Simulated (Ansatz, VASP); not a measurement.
**Cross-check of SrO between VASP and Ansatz**

Aim: how closely do two programs agree when they are given the same cell, functional and k mesh? The cell is taken from a series of VASP runs on this material, whose earlier steps may have relaxed, scaled or displaced it; both programs get it as it stands. Other levels of theory on this material are compared in a session of their own. Valence electrons are named where the data sets of a main pair hold unlike numbers.

Method: plane waves, with VASP 6.6.1 beside it; band structure at r2SCAN, spin-orbit coupling, in Ansatz 0.2.0.

### 1. Set-up

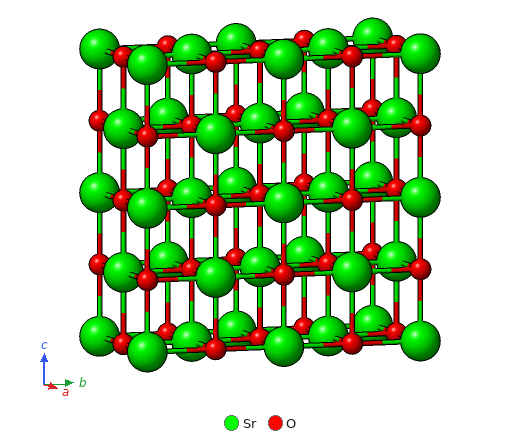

The starting structure, seen slightly off an axis (strontium green, oxygen red). 1×2×2 cells are drawn. This picture shows the conventional cell, with its axes. Some periodic images of atoms are drawn too.

### 2. VASP: band structure, r2SCAN, spin-orbit coupling

The same path points are solved in both programs, so levels can be compared one by one.

Lines of VASP's logs that name or quote its potential files are left out, and so is its time.

INCAR reads:

```
SYSTEM = SrO
PREC = Accurate
ENCUT = 460
EDIFF = 1E-06
NELM = 100
ISMEAR = 0
SIGMA = 0.03
LREAL = .FALSE.
ALGO = Normal
METAGGA = R2SCAN
LASPH = .TRUE.
LNONCOLLINEAR = .TRUE.
MAGMOM = 0 0 0 0 0 0
NBANDS = 28
GGA_COMPAT = .FALSE.
LSORBIT = .TRUE.
LORBIT = 11
LWAVE = .FALSE.
LCHARG = .FALSE.
KPAR = 4
```

POSCAR reads:

```
SrO
1.0
    0.0000000000      2.5806600000      2.5806600000
    2.5806600000      0.0000000000      2.5806600000
    2.5806600000      2.5806600000      0.0000000000
Sr O
1 1
Direct
    0.0000000000      0.0000000000      0.0000000000
    0.5000000000      0.5000000000      0.5000000000
```

KPOINTS reads:

```
Automatic mesh
0
Gamma
8 8 8
0 0 0
```

KPOINTS_OPT reads:

```
Line mode
10
Line-mode
Reciprocal
  0.00000000   0.00000000   0.00000000 GAMMA
  0.50000000   0.00000000   0.50000000 X

  0.50000000   0.00000000   0.50000000 X
  0.50000000   0.25000000   0.75000000 W

  0.50000000   0.25000000   0.75000000 W
  0.37500000   0.37500000   0.75000000 K

  0.37500000   0.37500000   0.75000000 K
  0.00000000   0.00000000   0.00000000 GAMMA

  0.00000000   0.00000000   0.00000000 GAMMA
  0.50000000   0.50000000   0.50000000 L

  0.50000000   0.50000000   0.50000000 L
  0.62500000   0.25000000   0.62500000 U

  0.62500000   0.25000000   0.62500000 U
  0.50000000   0.25000000   0.75000000 W

  0.50000000   0.25000000   0.75000000 W
  0.50000000   0.50000000   0.50000000 L

  0.50000000   0.50000000   0.50000000 L
  0.37500000   0.37500000   0.75000000 K

  0.62500000   0.25000000   0.62500000 U
  0.50000000   0.00000000   0.50000000 X
```

PAW data sets: Sr_sv and O (PBE family, release 64).

Run with:

```bash
$ mpirun -np 4 vasp_ncl
```

Numbers of over 12 decimals in the logs are rounded to 6 here.

What it wrote:

```text
[banner, memory and clock lines left out]
running    4 mpi-ranks, on    1 nodes
 distrk:  each k-point on    1 cores,    4 groups
 distr:  one band on    1 cores,    1 groups

 POSCAR found type information on POSCAR SrO
 POSCAR found :  2 types and       2 ions
|                                                                             |
|               ----> ADVICE to this user running VASP <----                  |
|                                                                             |
|     You enforced a specific xc type in the INCAR file but a different       |
|     [... a line on the potential file left out ...]
|     I HOPE YOU KNOW WHAT YOU ARE DOING!                                     |
|                                                                             |

 LDA part: xc-table for (None), standard interpolation
 POSCAR, INCAR and KPOINTS ok, starting setup
 FFT: planning ... GRIDC
 FFT: planning ... GRID_SOFT
 FFT: planning ... GRID
 WAVECAR not read
 entering main loop
       N       E                     dE             d eps       ncg     rms          rms(c)
DAV:   1     0.620616196403E+02    0.62062E+02   -0.78055E+03  1624   0.103E+03
DAV:   2    -0.292123541650E+02   -0.91274E+02   -0.85212E+02  2092   0.253E+02
DAV:   3    -0.346160725886E+02   -0.54037E+01   -0.53465E+01  2476   0.522E+01
DAV:   4    -0.348013128981E+02   -0.18524E+00   -0.18492E+00  2208   0.712E+00
DAV:   5    -0.348025132458E+02   -0.12003E-02   -0.12002E-02  2012   0.670E-01    0.197E+01
DAV:   6    -0.269910183659E+02    0.78115E+01   -0.46801E+00  2072   0.180E+01    0.178E+01
DAV:   7    -0.271241647910E+02   -0.13315E+00   -0.28220E-01  1812   0.444E+00    0.103E+01
DAV:   8    -0.271420234401E+02   -0.17859E-01   -0.93763E-02  1700   0.322E+00    0.288E+00
DAV:   9    -0.271387172779E+02    0.33062E-02   -0.97280E-03  1912   0.103E+00    0.500E-01
DAV:  10    -0.271393971180E+02   -0.67984E-03   -0.53513E-03  1900   0.601E-01    0.175E-01
DAV:  11    -0.271395663577E+02   -0.16924E-03   -0.14789E-03  1764   0.406E-01    0.114E-01
DAV:  12    -0.271394982001E+02    0.68158E-04   -0.34797E-04  1856   0.167E-01    0.310E-02
DAV:  13    -0.271395133157E+02   -0.15116E-04   -0.65132E-05  1864   0.685E-02    0.299E-02
DAV:  14    -0.271395053229E+02    0.79928E-05   -0.16698E-05  1768   0.393E-02    0.850E-03
DAV:  15    -0.271395048126E+02    0.51027E-06   -0.21131E-06  1808   0.122E-02
   1 F= -.27139505E+02 E0= -.27139505E+02  d E =-.139419E-37  mag=     0.0000     0.0000    -0.0000
 Start KPOINTS_OPT (optional k-point list driver)
k-point batch [1-29\100]
       N       E                     dE             ncg
DAV:   1    -0.232674708499E+04   -0.15761E+05     1624
DAV:   2    -0.480173233759E+04   -0.24750E+04     2052
DAV:   3    -0.494306164030E+04   -0.14133E+03     2460
DAV:   4    -0.494650843241E+04   -0.34468E+01     2264
DAV:   5    -0.494653751145E+04   -0.29079E-01     2132
DAV:   6    -0.494653796534E+04   -0.45389E-03     2240
DAV:   7    -0.494653796950E+04   -0.41569E-05     1844
DAV:   8    -0.494653796955E+04   -0.58556E-07     1400
[...]
k-point batch [88-100\100]
       N       E                     dE             ncg
DAV:   1     0.706435644850E+04   -0.85487E+04      728
DAV:   2     0.597037686041E+04   -0.10940E+04      964
DAV:   3     0.591739390898E+04   -0.52983E+02     1028
DAV:   4     0.591591925529E+04   -0.14747E+01     1072
DAV:   5     0.591590902158E+04   -0.10234E-01      948
DAV:   6     0.591590886289E+04   -0.15868E-03     1096
DAV:   7     0.591590886113E+04   -0.17682E-05      828
DAV:   8     0.591590886111E+04   -0.18729E-07      620
```

From OUTCAR (step 2):

```text
ion  position               nearest neighbor table
   1  0.000  0.000  0.000-   2 2.58   2 2.58   2 2.58   2 2.58   2 2.58   2 2.58
   2  0.500  0.500  0.500-   1 2.58   1 2.58   1 2.58   1 2.58   1 2.58   1 2.58

  LATTYP: Found a face centered cubic cell.
 ALAT       =     5.1613200000

 Subroutine GETGRP returns: Found 48 space group operations
 (whereof 48 operations were pure point group operations)

The static configuration has the point symmetry O_h .

 Found     29 irreducible k-points:

   k-points           NKPTS =     29   k-points in BZ     NKDIM =     29   number of bands    NBANDS=     28

   dimension x,y,z NGX =    28 NGY =   28 NGZ =   28
   dimension x,y,z NGXF=    56 NGYF=   56 NGZF=   56

   ENCUT  =  460.0 eV  33.81 Ry    5.81 a.u.   6.38  6.38  6.38*2*pi/ulx,y,z

   NELECT =      16.0000    total number of electrons

 k-points in reciprocal lattice and weights: Automatic mesh
   0.00000000  0.00000000  0.00000000       0.002
   0.12500000  0.00000000  0.00000000       0.016
   0.25000000  0.00000000  0.00000000       0.016
   0.37500000  0.00000000  0.00000000       0.016
   0.50000000  0.00000000  0.00000000       0.008
   0.12500000  0.12500000  0.00000000       0.012
   0.25000000  0.12500000  0.00000000       0.047
   0.37500000  0.12500000  0.00000000       0.047
   0.50000000  0.12500000  0.00000000       0.047
[...]
-0.37500000  0.50000000  0.12500000       0.023
  -0.25000000  0.50000000  0.25000000       0.012

 average (electrostatic) potential at core
       1 -41.1219       2 -74.4054

 E-fermi :   1.5723

 k-point     1 :       0.0000    0.0000    0.0000
  band No.  band energies     occupation
    ...
     12       1.2492      1.00000
     13       1.3082      1.00000
     14       1.3082      1.00000
     15       1.3082      1.00000
     16       1.3082      1.00000
     17       5.8612      0.00000
     18       5.8612      0.00000
     19       8.0289      0.00000
     20       8.0289      0.00000
     21       8.0289      0.00000
    ...

 k-point     2 :       0.1250    0.0000    0.0000
  band No.  band energies     occupation
    ...
     12       0.8629      1.00000
     13       1.0837      1.00000
     14       1.0837      1.00000
     15       1.1160      1.00000
     16       1.1160      1.00000
     17       6.5409      0.00000
     18       6.5409      0.00000
     19       7.8801      0.00000
     20       7.8801      0.00000
     21       8.3367      0.00000
    ...

 k-point     3 :       0.2500    0.0000    0.0000
  band No.  band energies     occupation
    ...
     12       0.0684      1.00000
     13       0.6733      1.00000
     14       0.6733      1.00000
     15       0.6980      1.00000
     16       0.6980      1.00000
     17       7.7910      0.00000
     18       7.7910      0.00000
     19       8.0831      0.00000
     20       8.0831      0.00000
     21       9.1712      0.00000
    ...

  Total       -0.0081839     -0.0081839     -0.0081839     -0.0000000      0.0000000      0.0000000
  in kB       -0.3814586     -0.3814586     -0.3814586     -0.0000000      0.0000000      0.0000000
  external PRESSURE =      -0.3814586 kB  Pullay stress =       0.0000000 kB

  energy-cutoff  :      460.00
  volume of cell :       34.37
      direct lattice vectors                 reciprocal lattice vectors
     0.000000000  2.580660000  2.580660000    -0.193748886  0.193748886  0.193748886
     2.580660000  0.000000000  2.580660000     0.193748886 -0.193748886  0.193748886
     2.580660000  2.580660000  0.000000000     0.193748886  0.193748886 -0.193748886

 POSITION                                       TOTAL-FORCE (eV/Angst)
 -----------------------------------------------------------------------------------
      0.00000      0.00000      0.00000         0.000000     -0.000000     -0.000000
      2.58066      2.58066      2.58066         0.000000      0.000000      0.000000
 -----------------------------------------------------------------------------------
    total drift:                                0.000000      0.000000      0.000000

  FREE ENERGIE OF THE ION-ELECTRON SYSTEM (eV)
  ---------------------------------------------------
  free  energy   TOTEN  =       -27.1395048126 eV

  energy  without entropy=      -27.1395048126  energy(sigma->0) =      -27.13950481

 Spin-Orbit-Coupling matrix elements
 Ion:    1  E_soc:     -0.1628715
 Ion:    2  E_soc:     -0.0002831

 total charge
# of ion       s       p       d       tot
------------------------------------------
    1        2.014   5.915   0.235   8.165
    2        1.563   3.448   0.000   5.011
--------------------------------------------------
tot          3.577   9.363   0.235  13.175

 magnetization (x)
# of ion       s       p       d       tot
------------------------------------------
    1       -0.000   0.000   0.000  -0.000
    2        0.000  -0.000   0.000   0.000
--------------------------------------------------
tot          0.000  -0.000   0.000  -0.000

 magnetization (y)
# of ion       s       p       d       tot
------------------------------------------
    1        0.000   0.000   0.000   0.000
    2       -0.000  -0.000   0.000  -0.000
--------------------------------------------------
tot          0.000  -0.000   0.000  -0.000

 magnetization (z)
# of ion       s       p       d       tot
------------------------------------------
    1       -0.000   0.000   0.000  -0.000
    2        0.000   0.000   0.000   0.000
--------------------------------------------------
tot          0.000   0.000   0.000   0.000

[... 3 further parts left out ...]
```

The PAW data sets were made with PBE, which is usual practice but a small mismatch for other functionals.

[end of part 1 of 2]

[Lines on the potential files, build, host, timing and source positions are cut from VASP's logs without a mark.]

[Logs are printed without paths, hosts, clocks, repeated set-up lines and the standing remarks that a program may print on its own settings, such as how far it seeks lower states.]

[Hosts, paths, dates, database ids (printed as entryN), source tags and the programs' standing remarks are cut or masked in the printed files.]
